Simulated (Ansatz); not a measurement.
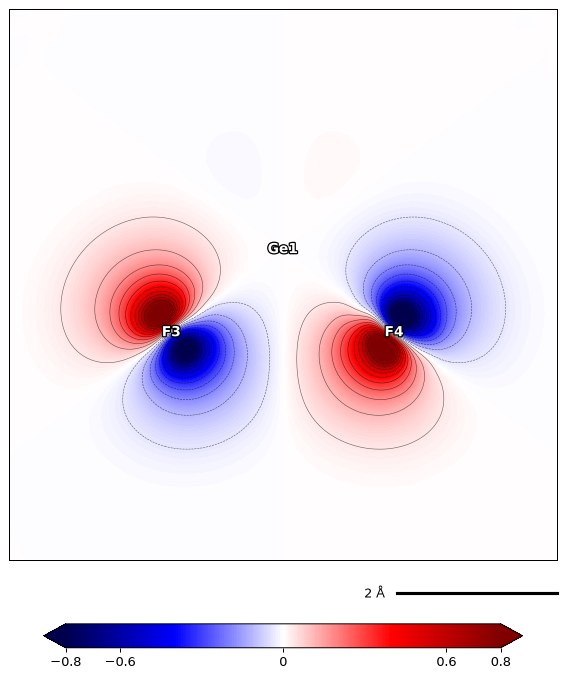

F₃GeH. The HOMO−1 on the plane of atoms F3, Ge1 and F4 (values in Å⁻³ᐟ²; the overall sign is arbitrary).

These are results of Ansatz 0.2.0, RKS PBE/def2-SVP, not measurements.

Input file:

```
crystal:
  periodic: [false, false, false]
  atoms:
    - { symbol: Ge, position_ang: [0.132168, 0.0, 0.215589] }
    - { symbol: H, position_ang: [0.495895, 0.0, 1.697894] }
    - { symbol: F, position_ang: [1.812215, 0.0, -0.036124] }
    - { symbol: F, position_ang: [-0.623439, 1.375173, -0.51633] }
    - { symbol: F, position_ang: [-0.623439, -1.375173, -0.51633] }
basis:
  gaussian: { orbitals: def2-SVP }
hamiltonian:
  xc: pbe
relax:
  f_tol: 0.03
  max_steps: 50
output:
  orbitals: {}
```

Run with:

```sh
ansatz run input.yaml --threads 1 --pin off --max-ram 2048MiB --backend cpu --events-out ev --progress --plain --runs-dir out
```

The fields are those of the relaxed geometry.

**What is the character of this orbital?**

It lies mainly on F4 (about 30 %), F3 (about 30 %) and F5 (about 30 %); largely a combination of lone pairs on F4, F3 and F5. Its energy is −9.38 eV.
